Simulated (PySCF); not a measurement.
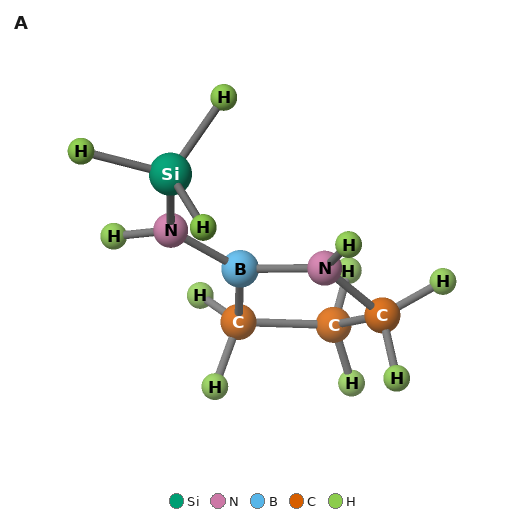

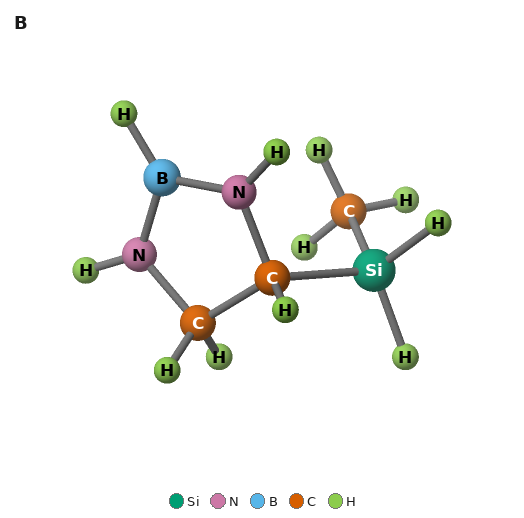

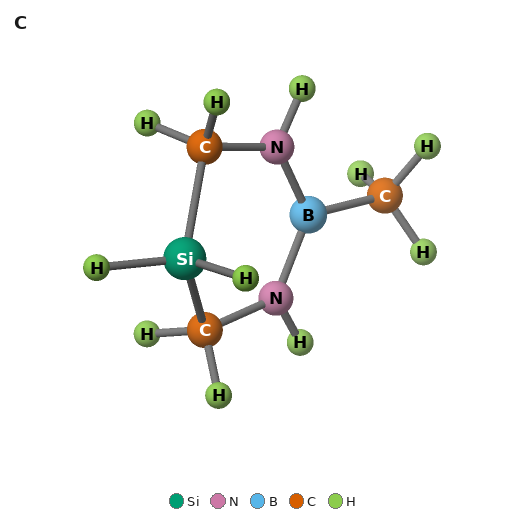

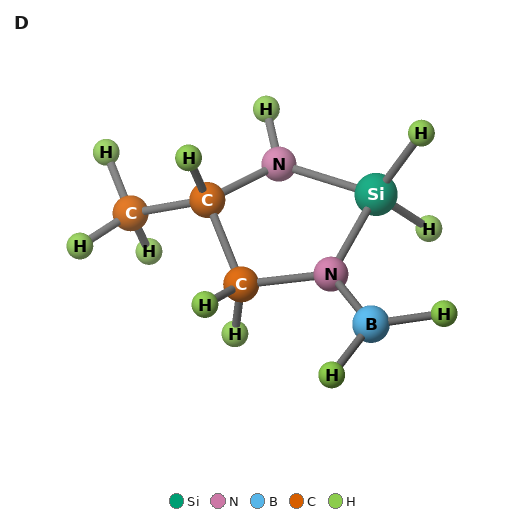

4 stationary structures of one formula. Geometries: GFN2-xTB. Electronic energies: CAM-B3LYP/def2-SVPD (PySCF 2.14.0), without zero-point energy. No frequency run is at hand to confirm each as a minimum. Each is one conformer, not always the lowest.

### Are they conformers, stereoisomers or constitutional isomers?

They are constitutional isomers of C3H11BN2Si: A `[SiH3]NB1CCCN1`, B `C[SiH2][C@@H]1CNBN1`, C `CB1NC[SiH2]CN1`, D `BN1C[C@H](C)N[SiH2]1`.

### Which is lowest in energy, and by how much?

A is lowest; C lies 46.5 kJ/mol above it, B lies 93.9 kJ/mol above it, D lies 118.0 kJ/mol above it.

The geometry is semi-empirical. Around B, Si such bond lengths and angles can be off by a tenth of an ångström or more and by several degrees, and values that hang on the shape move with them.
